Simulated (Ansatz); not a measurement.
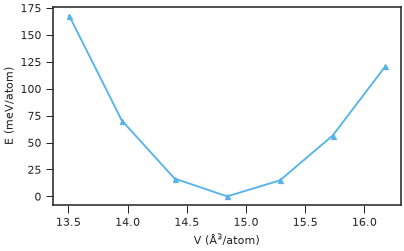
*Re (bcc (W type), Im-3m) under volume change, DFT-r²SCAN in the program Ansatz with PAW potentials, scaled uniformly.*

Task: What does a third-order Birch–Murnaghan fit give for V₀, B₀ and B′?

Result: V₀ = 14.84 Å³/atom, B₀ = 377 GPa, B′ = 4.4.

The cell is a constructed one: a structure type filled with these elements; the Crystallography Open Database copy checked does not list it. It is not the phase usual at ambient conditions (space group No. 194). The cell was relaxed with r²SCAN under the symmetry of its start; its stability against distortions is not shown here. The run is not spin-polarised. Spin–orbit coupling is left out wherever it is not named.

Potentials: the later of the program's two PAW sets.
